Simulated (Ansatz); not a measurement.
# Phonon calculation, with input and output: CH5AlBF

The run: phonon calculation of CH5AlBF. Method and program: RKS LDA/def2-SVP (Ansatz 0.2.0).

It belongs to a series of runs on one base structure; here: vibrations at the highest image of the band. Figures and captions count atoms from 1; the log counts them from 0 in places.

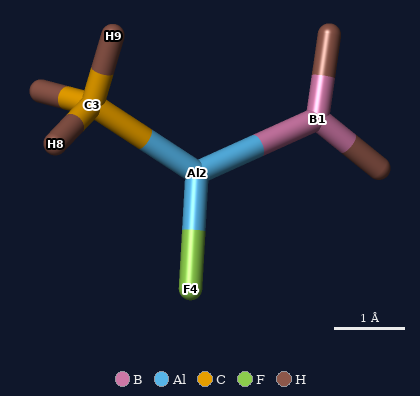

**Figure 1.** The input geometry (stick view, seen at a tilt; atoms are numbered from 1 in the order of the input). Sticks mark near contacts. Bond lengths as drawn: Al–B 2.13 Å, Al–C 1.93 Å, Al–F 1.67 Å, B–H 1.22 Å and C–H 1.11 Å.

Input file:
```yaml
crystal:
  periodic: [false, false, false]
  atoms:
    - { symbol: B, position_ang: [-0.857948, 1.671375, -0.858636] }
    - { symbol: Al, position_ang: [0.258985, -0.124443, -0.57634] }
    - { symbol: C, position_ang: [0.476706, -1.140436, 1.055799] }
    - { symbol: F, position_ang: [1.019756, -0.756902, -1.92626] }
    - { symbol: H, position_ang: [-1.439083, 2.223115, 0.065954] }
    - { symbol: H, position_ang: [-0.963205, 2.219115, -1.945441] }
    - { symbol: H, position_ang: [-0.380414, -1.842382, 1.176558] }
    - { symbol: H, position_ang: [1.400999, -1.756391, 1.049132] }
    - { symbol: H, position_ang: [0.484196, -0.493062, 1.959242] }
basis:
  gaussian: { orbitals: def2-SVP }
hamiltonian:
  xc: lda
phonons: {}
```

Run as:
```bash
ansatz run input.yaml --threads 1 --pin off --max-ram 2048MiB --backend cpu --events-out ev --progress --plain --runs-dir out
```

Output:
```
Engine: ansatz 0.2.0, x86_64-unknown-linux-gnu
Functional definition: SPW92
  exchange = slater_x
  correlation = pw_c
943 factors; their error is unknown
mean field evaluation 1: about -11027.9349 eV, gradient 6.7e1 eV
mean field evaluation 2: about -10987.5994 eV, gradient 1.2e2 eV
mean field evaluation 4: about -11038.4882 eV, gradient 9.2e0 eV
mean field evaluation 8: about -11038.7325 eV, gradient 1.6e-1 eV
mean field evaluation 16: about -11038.6902 eV, gradient 9.3e-5 eV
mean field -11038.69022828 eV, -405.6643835963 hartree, gradient 3.1e-5 eV, S^2 0.000000; 0 other end points of the search recorded, 0 dependent functions left out
the calculation of the forces begins
reference -11038.69026634 eV, -405.6643849949 hartree; 19, 19 occupied and 66, 66 virtual orbitals, 943 factors
these checks for a lower state are left out or cut short: stability, starts, cluster_reference, orbital_swaps, neighbouring_geometries, increment
943 factors; their error is unknown
mean field -11038.69018788 eV, -405.6643821117 hartree, gradient 2.3e-6 eV, S^2 0.000000; 0 other end points of the search recorded, 0 dependent functions left out
[... from here on the field's lines of each further geometry are left out, up to the last ...]
the calculation of the forces begins
reference -11038.69019777 eV, -405.6643824752 hartree; 19, 19 occupied and 66, 66 virtual orbitals, 943 factors
these checks for a lower state are left out or cut short: stability, starts, cluster_reference, orbital_swaps, neighbouring_geometries, increment
943 factors; their error is unknown
mean field -11038.69016075 eV, -405.6643811147 hartree, gradient 1.3e-6 eV, S^2 0.000000; 0 other end points of the search recorded, 0 dependent functions left out
the calculation of the forces begins
reference -11038.69019881 eV, -405.6643825133 hartree; 19, 19 occupied and 66, 66 virtual orbitals, 943 factors
WARN: phonons: modes at or below zero, which the zero-point energy, F, S and C_V leave out: 1, the lowest at -164.08 cm⁻¹. A minimum has none, and a first-order saddle one
Total energy: -11038.69026634 eV, -405.6643849949 hartree
Atom 0 at    -0.857948     1.671375    -0.858636 Å, force     0.000100    -0.000423     0.000121 eV/Å
Atom 1 at     0.258985    -0.124443    -0.576340 Å, force     0.000027     0.000172    -0.000156 eV/Å
Atom 2 at     0.476706    -1.140436     1.055799 Å, force     0.000383    -0.000575     0.000555 eV/Å
Atom 3 at     1.019756    -0.756902    -1.926260 Å, force    -0.000028     0.000200     0.000200 eV/Å
Atom 4 at    -1.439083     2.223115     0.065954 Å, force    -0.000164    -0.000014     0.000412 eV/Å
Atom 5 at    -0.963205     2.219115    -1.945441 Å, force     0.000065     0.000145    -0.000577 eV/Å
Atom 6 at    -0.380414    -1.842382     1.176558 Å, force    -0.000217     0.000336     0.000006 eV/Å
Atom 7 at     1.400999    -1.756391     1.049132 Å, force    -0.000135     0.000014    -0.000274 eV/Å
Atom 8 at     0.484196    -0.493062     1.959242 Å, force    -0.000031     0.000146    -0.000288 eV/Å
Dipole moment:    -0.155708     0.100908     0.322559 e Å
Vibrations: -164.08 15.67 140.04 189.69 204.42 503.79 521.15 563.33 643.56 686.74 788.02 856.37 1074.57 1138.70 1339.35 1341.22 2493.86 2591.32 2958.56 3054.33 3083.37 cm⁻¹, zero-point energy 1.499468 eV
```

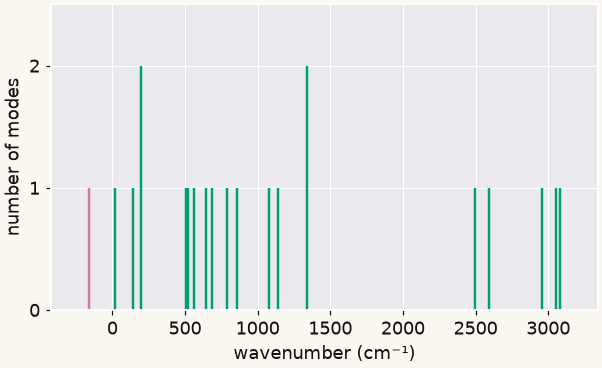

**Figure 2.** Harmonic vibrational wavenumbers from the force constants; neighbouring modes closer than 15 cm⁻¹ are counted in one stick, and imaginary ones are drawn at negative wavenumbers. 21 modes from 164i to 3083 cm⁻¹, 1 imaginary beyond 8i (164i cm⁻¹): a first-order saddle point, if the geometry is stationary.

Results in brief:

```csv
quantity,value
outcome,converged
total energy,−11038.6903 eV
mean-field energy,−11038.6903 eV
largest force (length of the vector),0.001 eV/Å
hardware,"1 thread of Intel Xeon (Sapphire Rapids), 16 GiB of memory available, shared host"
wall time,35 s
peak memory,0.12 GiB
```
